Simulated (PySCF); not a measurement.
SMILES [Si][SiH3] (H₃Si₂), doublet at its B3LYP/def2-SVP optimised geometry (Å):

```
5

Si    -1.2694     1.5502     0.0000
Si    -0.2287    -0.6094     0.0000
H     -0.6832    -1.5502    -1.0735
H     -0.6789    -1.1792     1.3182
H      1.2694    -0.6094     0.0000
```

Level of theory: unrestricted B3LYP/def2-TZVP (PySCF 2.14.0).

Map of the Laplacian of the electron density (e/bohr⁵) on the plane z = 1.5 Å:

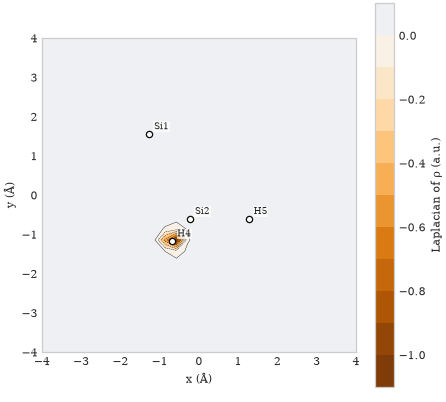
Figure: Laplacian of the electron density (e/bohr⁵) on the plane z = 1.5 Å.
